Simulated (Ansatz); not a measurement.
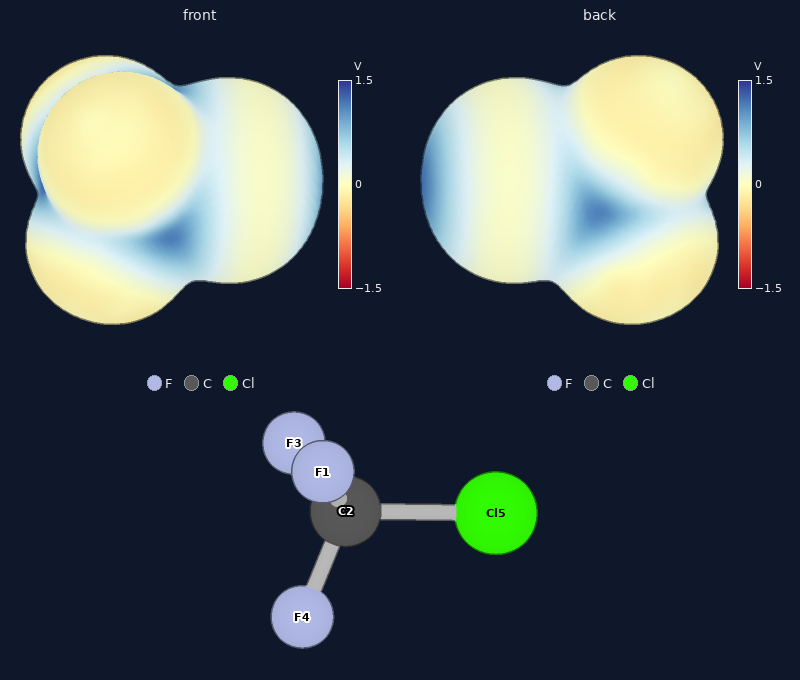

Figure 1: CClF3 (SMILES FC(F)(F)Cl). The electrostatic potential painted on the density surface at 0.002 e/bohr³, seen from the front and from behind; the colour scale runs from red (negative) to blue (positive). The bare structure is drawn below in the same view.

Geometry: PBE0-D4/def2-TZVP.

These are results of isolated molecule in a Gaussian basis; Kohn-Sham density functional theory, functional B97 in Ansatz 0.2.0, not measurements.

```json
{"atom": "F", "x (Å)": "0.2137", "y (Å)": "0.0191", "z (Å)": "1.3261"}
{"atom": "C", "x (Å)": "-0.0022", "y (Å)": "-0.0825", "z (Å)": "0.0261"}
{"atom": "F", "x (Å)": "-1.2496", "y (Å)": "-0.4746", "z (Å)": "-0.1671"}
{"atom": "F", "x (Å)": "0.8117", "y (Å)": "-0.9990", "z (Å)": "-0.4685"}
{"atom": "Cl", "x (Å)": "0.2763", "y (Å)": "1.4633", "z (Å)": "-0.7580"}
```

Question: Where is the surface potential most negative and most positive?

Answer: The most negative region (about −0.1 V) lies over F1, F3 and F4, the most positive (about +1.2 V) over C2 and Cl5. Cl5 shows a σ-hole: about +1.2 V at the tip opposite its bond, against about +0.1 V on its flanks.

Question: How polar is the molecule by this calculation?

Answer: Its dipole moment is 0.41 D.
